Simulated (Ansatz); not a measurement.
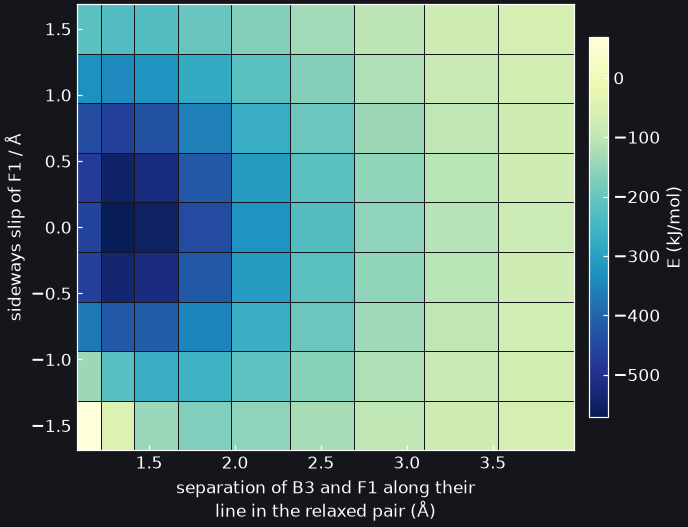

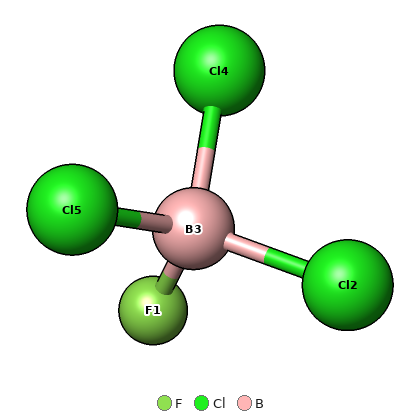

Energy landscape of BCl3F, charge −1. The first coordinate is: separation of B3 and F1 along their line in the relaxed pair; the second: sideways slip of F1. Nothing is relaxed (both partners rigid). The grid has 9 × 9 points. Points are written as (first, second). Energies are in kJ/mol, from the ion and the molecule far apart, frozen as in the relaxed pair, each in its own basis (no counterpoise correction). Energies and slopes of some neighbouring points disagree (a jump in structure or state, or too coarse a mesh). Level of theory: RKS PBE0-D4/def2-SVPD (Ansatz).

The picture shows one coloured cell a grid point. The second picture is the structure at the lowest point.

### Summarise what can be read from the map.

The lowest grid point is at (1.294 Å, 0.000 Å), −571 kJ/mol from the ion and the molecule far apart, frozen as in the relaxed pair, each in its own basis (no counterpoise correction). The highest grid point, (1.152 Å, −1.500 Å), lies 639 kJ/mol above the lowest.

Grid values (kJ/mol):

| second ↓, first → | 1.152 | 1.294 | 1.526 | 1.811 | 2.138 | 2.499 | 2.890 | 3.309 | 3.752 |
| --- | --- | --- | --- | --- | --- | --- | --- | --- | --- |
| 1.500 | −217 | −230 | −227 | −203 | −168 | −133 | −103 | −79 | −62 |
| 1.125 | −331 | −343 | −326 | −278 | −219 | −165 | −122 | −90 | −69 |
| 0.750 | −444 | −466 | −435 | −358 | −270 | −195 | −139 | −100 | −74 |
| 0.375 | −477 | −548 | −522 | −422 | −310 | −218 | −152 | −107 | −78 |
| 0.000 | −459 | −571 | −555 | −446 | −325 | −227 | −157 | −109 | −79 |
| −0.375 | −467 | −541 | −519 | −420 | −310 | −218 | −152 | −107 | −78 |
| −0.750 | −369 | −419 | −414 | −350 | −268 | −194 | −139 | −100 | −74 |
| −1.125 | −140 | −223 | −271 | −257 | −212 | −162 | −121 | −90 | −69 |
| −1.500 | 68 | −47 | −142 | −171 | −157 | −128 | −101 | −78 | −62 |

The input of one point:

```yaml
crystal:
  periodic: [false, false, false]
  atoms:
    - { symbol: F, position_ang: [-0.132708, 0.073561, -1.392251] }
    - { symbol: Cl, position_ang: [-1.138414, 1.275404, 0.707268] }
    - { symbol: B, position_ang: [-0.010092, 0.005597, -0.105867] }
    - { symbol: Cl, position_ang: [-0.485905, -1.717449, 0.486932] }
    - { symbol: Cl, position_ang: [1.774491, 0.358799, 0.381175] }
total_charge: -1
basis:
  gaussian: { orbitals: def2-SVPD }
hamiltonian:
  xc: pbe0
  dispersion: d4
output:
  forces: true
```

Each point was launched as `ansatz run input.yaml --threads 1 --pin off --max-ram 2560MiB --backend cpu --events-out ev --progress --plain --runs-dir out`. The whole map (81 points run) took 9.8 min on 1 thread of Arm Neoverse V1, with other jobs on the host.
